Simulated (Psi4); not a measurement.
# OMP2/aug-cc-pVDZ (density fitting for correlation) run of SiH3Cl (chlorosilane)

What is the energy change on altering one bond length of SiH3Cl (chlorosilane) at OMP2/aug-cc-pVDZ (density fitting for correlation)? 

The results are computed with Psi4 1.11.

9 further runs of the same task are left out: 7 that didn't finish, 2 set aside as unsound or not needed.

### Step 1. The structure to begin with

SiH3Cl: 5 atoms, total charge 0, spin state singlet. As SMILES, `[SiH3]Cl`. Geometry: relaxed at PBE0-D4/def2-TZVP.

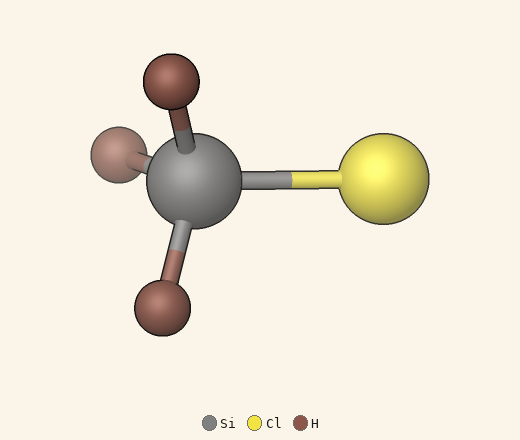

Viewed from a chosen angle; silicon grey, chlorine yellow, hydrogen brown.

### Step 2. A single-point energy at OMP2/aug-cc-pVDZ (density fitting for correlation)

input.json reads:

```json
{
  "schema_name": "qcschema_input",
  "schema_version": 1,
  "molecule": {
    "schema_name": "qcschema_molecule",
    "schema_version": 2,
    "symbols": ["Si", "Cl", "H", "H", "H"],
    "geometry": [-0.21164933, 0.03514891, -0.05839254, 3.47388353, -0.97037436, 0.62342065, -1.79694057, -0.92275327, 2.03920346, -1.01043656, -1.10681259, -2.48480088, -0.36055974, 2.82589645, -0.19785433],
    "molecular_charge": 0,
    "molecular_multiplicity": 1,
    "fix_symmetry": "c1",
    "fix_com": true,
    "fix_orientation": true
  },
  "driver": "energy",
  "model": {
    "method": "omp2",
    "basis": "aug-cc-pVDZ"
  },
  "keywords": {
    "puream": true,
    "e_convergence": 1e-09,
    "d_convergence": 1e-08,
    "scf_type": "pk",
    "num_frozen_docc": 10
  }
}
```

Command:

```bash
$ psi4 --qcschema input.json -n 1 --memory 1600MB
```

stdout:

```text
[...]
  Running in c1 symmetry.
[...]
  Nuclear repulsion =   86.337218276030725
[...]
  Multiplicity = 1
[...]
  Nalpha       = 17
  Nbeta        = 17
[...]
    Number of basis functions: 81
[...]
   @RHF iter   1:  -750.20261462601843   -3.77230e-01   1.72363e-03 DIIS/ADIIS
[...]
   @RHF iter  10:  -750.22554075704363   -2.38742e-12   1.43834e-09 DIIS
[...]
    Orbital Energies [Eh]
    ---------------------
    Doubly Occupied:
       1A   -104.828706     2A    -68.836850     3A    -10.557329
       4A     -8.024599     5A     -8.021953     6A     -8.021953
       7A     -6.180548     8A     -4.287705     9A     -4.286098
      10A     -4.286098    11A     -1.101954    12A     -0.734930
      13A     -0.530749    14A     -0.530744    15A     -0.530732
      16A     -0.451425    17A     -0.451418
[...]
  @RHF Final Energy:  -750.22554075704363
   => Energetics <=
    Nuclear Repulsion Energy =             86.3372182760307254
    One-Electron Energy =               -1209.7979367582440773
    Two-Electron Energy =                 373.2351777251699332
    Total Energy =                       -750.2255407570435182
[...]
 Multipole Moments:
 ------------------------------------------------------------------------------------
     Multipole            Electronic (a.u.)      Nuclear  (a.u.)        Total (a.u.)
 ------------------------------------------------------------------------------------
 L = 1.  Multiply by 2.5417464519 to convert [e a0] to [Debye]
 Dipole X            :        -53.5034374           52.9249925           -0.5784449
 Dipole Y            :         15.3658109          -15.2079488            0.1578622
 Dipole Z            :         -9.2442949            9.1372037           -0.1070912
 Magnitude           :                                                    0.6090874
[...]
	Warning: cc_lambda option is changed to TRUE
	For this residual convergence, default PCG convergence is:     1.00e-07
[...]
	DF-MP2 Total Energy (a.u.)         :  -750.48200361650242
[...]
	DF-MP2 Total Energy (a.u.)         :  -750.48376186184498
[...]
	DF-OMP2 Total Energy (a.u.)        :  -750.48376186184214
[...]
```

The result, in JSON:

```text
{
 "driver": "energy",
 "model": {
  "method": "omp2",
  "basis": "aug-cc-pVDZ"
 },
 "success": true,
 "return_result": -750.4837618618421,
 "properties": {
  "calcinfo_nbasis": 81,
  "calcinfo_nmo": 81,
  "calcinfo_nalpha": 17,
  "calcinfo_nbeta": 17,
  "calcinfo_natom": 5,
  "nuclear_repulsion_energy": 86.33721827603073,
  "return_energy": -750.4837618618421,
  "scf_one_electron_energy": -1209.797936758244,
  "scf_two_electron_energy": 373.23517772516993,
  "scf_dipole_moment": [-0.5784449101568967, 0.15786215094930078, -0.10709119950579549],
  "scf_total_energy": -750.2255407570436,
  "scf_iterations": 10,
  "mp2_singles_energy": 0.0,
  "mp2_doubles_energy": -0.25646285945877256,
  "mp2_correlation_energy": -0.256462859458793,
  "mp2_total_energy": -750.4820036165024
 }
}
```

Wall time 25 s (1 thread of Intel Xeon Platinum 8259CL at 2.50GHz (Skylake/Cascade Lake), shared host); peak memory 0.41 GiB.

### Step 3. The distorted shape

clh3si_ase.py reads:

```python
import numpy as np
from ase.calculators.psi4 import Psi4
from ase import Atoms

a = Atoms(['Si', 'Cl', 'H', 'H', 'H'], positions=[
    [-0.017442, -1.753530, 0.057658],
    [1.932858, -2.285630, 0.418458],
    [-0.856342, -2.260430, 1.167658],
    [-0.440142, -2.357830, -1.226342],
    [-0.190800, 1.495400, -0.104700],
])
calc = Psi4(atoms=a, method='omp2', basis='aug-cc-pVDZ', memory='1600MB', num_threads=1, charge=0, multiplicity=1, label='psi4-calc')
calc.psi4.set_options({'puream': True, 'e_convergence': 1e-09, 'd_convergence': 1e-08, 'scf_type': 'pk', 'num_frozen_docc': 10})
a.calc = calc

print(f'energy: {a.get_potential_energy():.6f} eV')
```

Command:

```bash
$ python clh3si_ase.py
```

psi4-calc.dat:

```text
[...]
  Running in c1 symmetry.
[...]
  Nuclear repulsion =   82.380996144496038
[...]
  Multiplicity = 1
[...]
  Nalpha       = 17
  Nbeta        = 17
[...]
    Number of basis functions: 81
[...]
   @RHF iter   1:  -750.00277902452513   -4.48970e-01   1.71321e-03 DIIS/ADIIS
[...]
   @RHF iter  11:  -750.02983393771558   -2.61480e-12   3.61357e-09 DIIS
[...]
    Orbital Energies [Eh]
    ---------------------
    Doubly Occupied:
       1A   -104.866869     2A    -68.917747     3A    -10.594470
       4A     -8.061681     5A     -8.058993     6A     -8.058837
       7A     -6.253687     8A     -4.360188     9A     -4.359044
      10A     -4.358402    11A     -1.134615    12A     -0.746025
      13A     -0.567160    14A     -0.563802    15A     -0.511953
      16A     -0.484363    17A     -0.304707
[...]
  @RHF Final Energy:  -750.02983393771558
   => Energetics <=
    Nuclear Repulsion Energy =             82.3809961444960379
    One-Electron Energy =               -1200.4165761785984614
    Two-Electron Energy =                 368.0057460963867584
    Total Energy =                       -750.0298339377156935
[...]
 Multipole Moments:
 ------------------------------------------------------------------------------------
     Multipole            Electronic (a.u.)      Nuclear  (a.u.)        Total (a.u.)
 ------------------------------------------------------------------------------------
 L = 1.  Multiply by 2.5417464519 to convert [e a0] to [Debye]
 Dipole X            :          4.7619754           -5.0721876           -0.3102122
 Dipole Y            :         -4.3171831            2.9696938           -1.3474893
 Dipole Z            :          1.0035613           -1.0027239            0.0008374
 Magnitude           :                                                    1.3827363
[...]
	Warning: cc_lambda option is changed to TRUE
	For this residual convergence, default PCG convergence is:     1.00e-07
[...]
	DF-MP2 Total Energy (a.u.)         :  -750.31152498185520
[...]
	DF-MP2 Total Energy (a.u.)         :  -750.31845209422602
[...]
	DF-OMP2 Total Energy (a.u.)        :  -750.31845209422795
[...]
```

On the terminal:

```text
energy: -20417.205041 eV
```

Wall time 26 s (1 thread of Intel Xeon Platinum 8259CL at 2.50GHz (Skylake/Cascade Lake), shared host); peak memory 0.42 GiB.

### Step 4. Summary of results

Level: OMP2/aug-cc-pVDZ (density fitting for correlation), 10 core orbitals frozen.

| quantity | value |
| --- | --- |
| first shape: total energy | -750.48376 Eh |
| first shape: HOMO energy (Hartree–Fock orbitals) | -12.28 eV |
| first shape: LUMO energy (Hartree–Fock orbitals) | 1.04 eV |
| first shape: HOMO–LUMO gap (Hartree–Fock orbitals) | 13.33 eV |
| first shape: correlation energy (10 core orbitals frozen) | -258.2 mEh |
| distorted shape: total energy | -750.31845 Eh |
| distorted shape: HOMO energy (Hartree–Fock orbitals) | -8.29 eV |
| distorted shape: LUMO energy (Hartree–Fock orbitals) | -1.32 eV |
| distorted shape: HOMO–LUMO gap (Hartree–Fock orbitals) | 6.97 eV |
| distorted shape: correlation energy (10 core orbitals frozen) | -288.6 mEh |
| energy change with the Si1–H5 bond stretched from 1.481 to 3.258 Å | 4.498 eV |

In words: One bond (distorted shape) is far stretched, which a spin-restricted single reference describes badly; perturbation theory on it can break down and give far too much correlation. With the Si1–H5 bond stretched from 1.481 to 3.258 Å the energy rises by 4.50 eV (434 kJ/mol). The first shape isn't relaxed at this level, so the change isn't measured from a minimum. A restricted reference can't describe the breaking bond well at this length.
